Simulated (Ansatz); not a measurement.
BH$_{3}$OClF: several calculations on one system

## 1. Relaxation

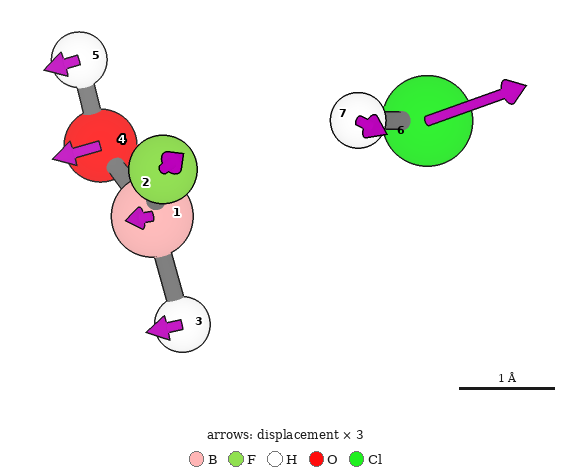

This is a relaxation of BH3OClF. The starting structure is drawn; purple arrows show the displacements, 3 times their true length. The two geometries are superimposed by the best rigid fit.

Style: ball-and-stick. Shown at a tilt.

The run prepares an end point of a later path (reaction) calculation, from a guessed geometry.

Method: Ansatz 0.2.0, RKS PBE0/def2-SVP.

The input:
```yaml
crystal:
  periodic: [false, false, false]
  atoms:
    - { symbol: B, position_ang: [0.035313, -0.28691, -0.067153] }
    - { symbol: F, position_ang: [-0.03399, -0.45859, 1.254715] }
    - { symbol: H, position_ang: [1.095539, -0.044688, -0.577474] }
    - { symbol: O, position_ang: [-1.053934, -0.470154, -0.826255] }
    - { symbol: H, position_ang: [-1.864446, -0.65856, -0.339383] }
    - { symbol: Cl, position_ang: [-0.352127, 2.578644, 0.94977] }
    - { symbol: H, position_ang: [-0.158755, 1.584058, 1.81088] }
basis:
  gaussian: { orbitals: def2-SVP }
hamiltonian:
  xc: pbe0
relax:
  f_tol: 0.03
  max_steps: 50
```

Launched with:
```bash
ansatz run input.yaml --threads 1 --pin off --max-ram 2048MiB --backend cpu --events-out ev --progress --plain --runs-dir out
```

**Atoms of which element are displaced furthest, and by how much?**

Chlorine: up to 0.43 Å, against 0.18 Å for oxygen.

**Describe the change and its energy.**

After 7 accepted moves (8 points after the start) the energy has fallen by 0.061 eV. The largest force component goes from 0.91 to 0.029 eV/Å. The line search rejected the trial step at point 5 of the run. The largest move after the best rigid fit is that of Cl6, 0.43 Å. By element the largest moves are Cl 0.43 Å, O 0.18 Å, H 0.14 Å, F 0.13 Å, B 0.11 Å. Among the contacts that change: Cl6–H7 1.330 → 1.289 Å, B1–F2 1.335 → 1.344 Å. The run took 21 s on 1 thread of Arm Neoverse V2, on a shared host, peak memory 0.16 GiB.

## 2. Relaxation

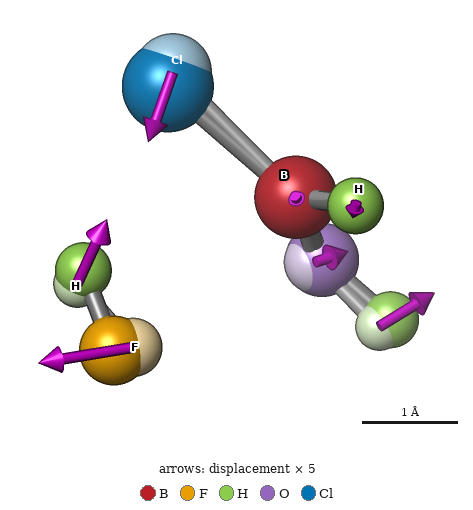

This is a relaxation of BH₃OClF. The starting structure is drawn faded, the final one solid; purple arrows show the displacements, 5 times their true length. The two geometries are superimposed by the best rigid fit.

The picture is a ball-and-stick view, seen at a tilt.

The run prepares an end point of a later path (reaction) calculation, from a guessed geometry.

Computed with Ansatz, RKS PBE0/def2-SVP. (no spin polarisation; force threshold 0.03 eV/Å; at most 50 steps)

> Describe the change and its energy.

Over 7 accepted moves (9 points after the start) the energy falls by 4.64 kJ/mol. Largest force component: 0.91 eV/Å at the start, 0.026 eV/Å at the end. The line search rejected the trial steps at points 4, 8 of the run. The F atom moves most after the best rigid fit: 0.21 Å. By element the largest moves are F 0.21 Å, H 0.17 Å, Cl 0.16 Å, O 0.08 Å, B 0.03 Å. Near-neighbour distances that change, for instance: B–Cl 1.830 → 1.784 Å, F–H 0.924 → 0.929 Å. The run took 24 s on 1 thread of Arm Neoverse V2, on a shared host, peak memory 0.16 GiB.

Limits of the set-up: the start holds two separate molecules, 2.5 Å apart at their closest, whose relative position is a soft coordinate and is computed without a dispersion correction.

## 3. Path

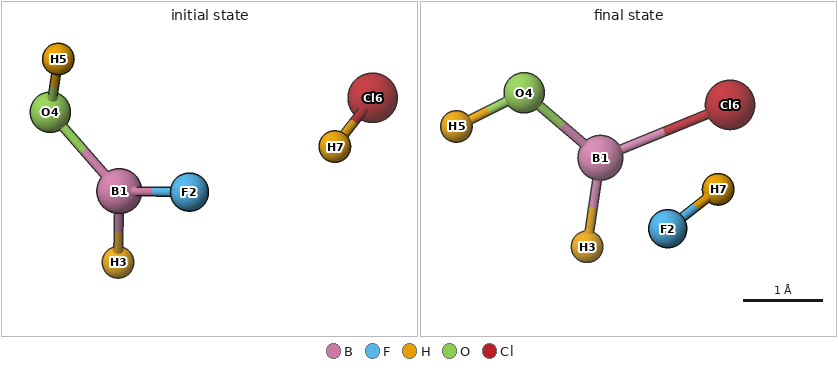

The two relaxed end points of a path for BH₃OClF. A ball-and-stick model, seen at a tilt.

The calculation used Ansatz, RKS PBE0/def2-SVP.

Run with 5 movable images; climbing image; force threshold 0.05 eV/Å; iteration limit 60.

Start:
```xyz
7

B     0.0216   -0.3729   -0.1278
F    -0.1000   -0.3558    1.2102
H     1.0956   -0.1706   -0.6253
O    -1.0430   -0.6389   -0.8913
H    -1.8563   -0.7837   -0.3918
Cl   -0.3391    2.8684    1.2722
H    -0.1112    1.6974    1.7589
```

End:
```xyz
7

B    -0.2266    0.4663   -0.3609
F     0.0653   -0.0536    2.2813
H     0.8366   -0.0489   -0.5818
O    -1.4127   -0.1058   -0.5790
H    -1.3367   -1.0226   -0.8660
Cl   -0.2439    2.1550    0.2130
H    -0.0143    0.8534    2.0985
```

> What barrier does the band find between them, and by what path?

The energy climbs by 27.4 kcal/mol to image 2 and then falls by 13.5 kcal/mol, so the end point sits at +13.8 kcal/mol. Breaking: B1–F2 (1.34 → 1.59 at the top → 2.71 Å), Cl6–H7 (1.29 → 1.58 at the top → 2.30 Å). Forming: B1–Cl6 (3.55 → 2.10 at the top → 1.78 Å), F2–H7 (2.13 → 1.12 at the top → 0.93 Å). The band is converged.

Energies of the converged images:

```
image  path (Å)  E (kcal/mol)
    0      0.00           0.0
    1      0.85           2.6
    2      1.70          27.4
    3      3.43          14.3
    4      5.15          14.0
    5      6.88          14.2
    6      8.61          13.8
```

The geometry at the top of the path:

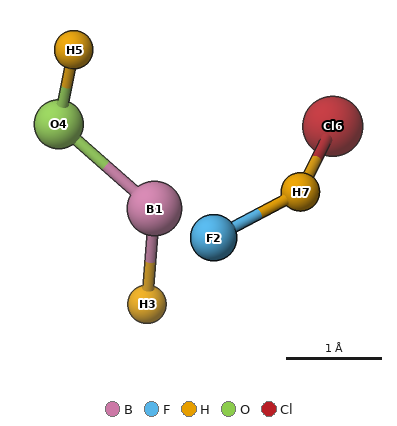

The run took 5.6 min on 1 thread of Arm Neoverse V2, on a shared host, peak memory 0.17 GiB.
